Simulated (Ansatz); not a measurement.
```xyz
6

F    -0.4850   -2.5829    0.2413
Ga    0.2956   -0.9923    0.2655
O    -0.9738    0.3084    0.0817
S    -0.3488    1.9025    0.1644
H     1.8297   -0.7950    0.4315
H    -0.3177    2.1593   -1.1845
```

Method: Ansatz, RKS PBE/def2-mTZVP.

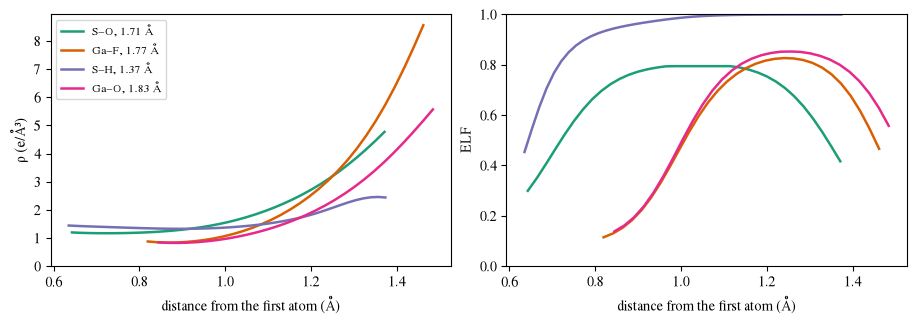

FGaH2OS. Electron density and ELF along straight lines between neighbouring atoms. The curves leave out the atomic cores.

> Compare the contacts.

S–O (1.71 Å): ρ is about 1.2 e/Å³ halfway; the ELF peaks at about 0.80 between the atoms; a shared but strongly polarised pair.
Ga–F (1.77 Å): ρ is about 0.84 e/Å³ halfway; the ELF peaks at about 0.85 in the valence shell of F, 0.5 Å from its nucleus, and is about 0.20 at the midpoint.
S–H (1.37 Å): ρ is about 1.4 e/Å³ halfway; the ELF climbs to about 1 towards the hydrogen, as it does in any bond to H (a covalent bond by its length).
Ga–O (1.83 Å): ρ at the midpoint is about 0.83 e/Å³; the ELF peaks at about 0.85 in the valence shell of O, 0.6 Å from its nucleus, and is about 0.25 at the midpoint.
